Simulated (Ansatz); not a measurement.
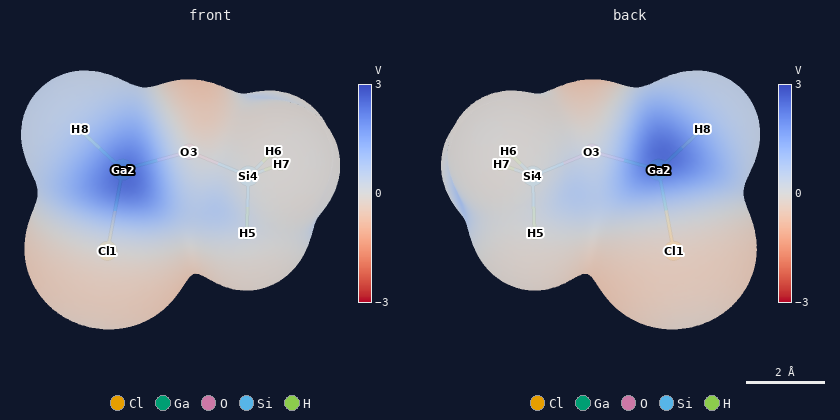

Figure. ClGaH$_{4}$OSi. The electrostatic potential painted on the density surface at 0.001 e/bohr³, seen from the front and from behind; the colour scale runs from red (negative) to blue (positive).

Geometry: B3LYP-D3(BJ)/def2-SVP.

Theory: isolated molecule in a Gaussian basis; Kohn-Sham density functional theory, functional PBE0 (Ansatz 0.2.0).

Input file:

```
crystal:
  periodic: [false, false, false]
  atoms:
    - {symbol: Cl, position_ang: [-1.281918, -2.292643, -1.498923]}
    - {symbol: Ga, position_ang: [-0.382681, -1.816913, 0.403794]}
    - {symbol: O, position_ang: [0.167628, -0.139282, 0.581184]}
    - {symbol: Si, position_ang: [0.253175, 1.306940, -0.239287]}
    - {symbol: H, position_ang: [-0.256893, 1.167075, -1.635117]}
    - {symbol: H, position_ang: [-0.562593, 2.330444, 0.475434]}
    - {symbol: H, position_ang: [1.672230, 1.762372, -0.283551]}
    - {symbol: H, position_ang: [-0.216657, -2.842961, 1.548246]}
basis:
  gaussian: {orbitals: def2-TZVPD}
hamiltonian: {xc: pbe0}
output: {forces: true, orbitals: {seedname: orbitals}}
```

Command:

```sh
ansatz run input.yaml --threads 2 --pin off --max-ram 4350MiB --events-out events.jsonl --progress --plain --runs-dir runs
```

**Where is the surface potential most negative and most positive?**

The most negative region (about −0.6 V) lies over O3, the most positive (about +2.4 V) over Ga2.
